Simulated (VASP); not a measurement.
Band structure of TlCl (CsCl type). These are PBE GGA with spin-orbit coupling, VASP's PBE PAW potentials (set 64) (plane waves; VASP 6.6.1) values and carry that method's errors.

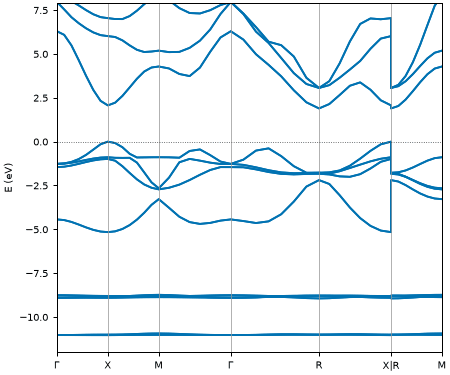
Figure. Bands along high-symmetry lines, zero at the valence-band maximum or, without a gap, the Fermi level

Question: Read the plot: is there a gap, and where are the band edges?

Answer: The gap is indirect, 1.89 eV, from the valence maximum at X to the conduction minimum at R.

The compound is TlCl in the CsCl type structure. It was relaxed first.
